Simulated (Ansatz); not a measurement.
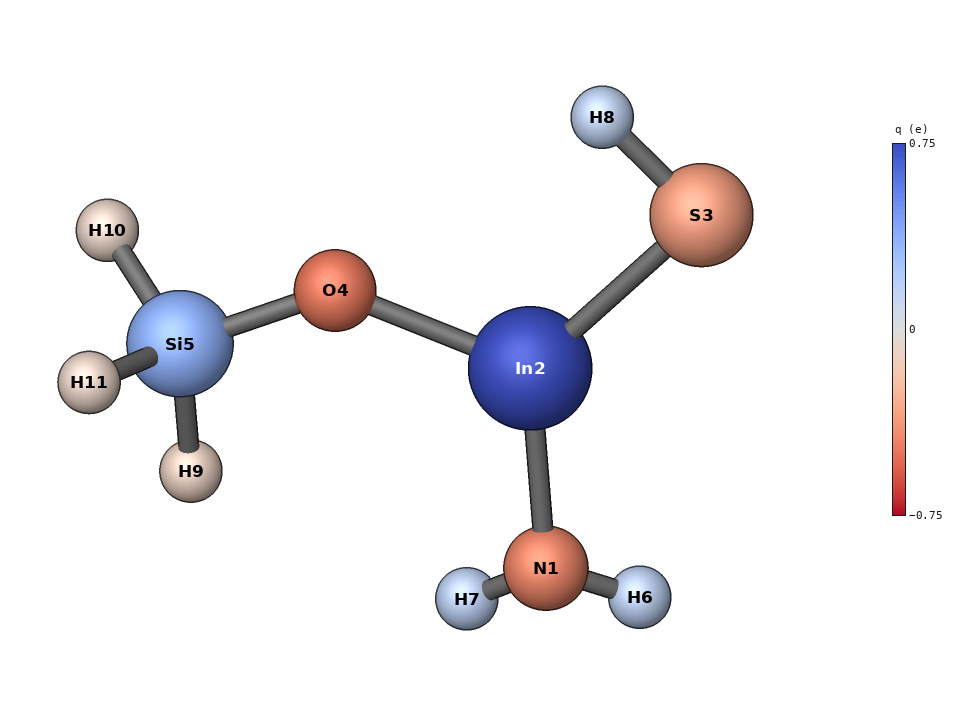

Atoms are coloured by their Mulliken charges. The computed structure is the end point of a PBE0-D4/def2-TZVP optimisation. No frequency run is at hand to confirm it as a minimum. Level of theory: RKS PBE-D4/def2-TZVPP, core potentials on In (Ansatz 0.2.0).

> Which atom carries the highest charge (most positive or least negative)?

In2 (0.74 e).

> And the lowest?

O4 (−0.48 e).

List the Mulliken charges.

| atom | value (e) |
| --- | --- |
| N1 | −0.44 |
| In2 | 0.74 |
| S3 | −0.35 |
| O4 | −0.48 |
| Si5 | 0.35 |
| H6 | 0.15 |
| H7 | 0.15 |
| H8 | 0.14 |
| H9 | −0.10 |
| H10 | −0.08 |
| H11 | −0.08 |

Mulliken values depend strongly on the basis set and can even reverse the polarity of a bond.
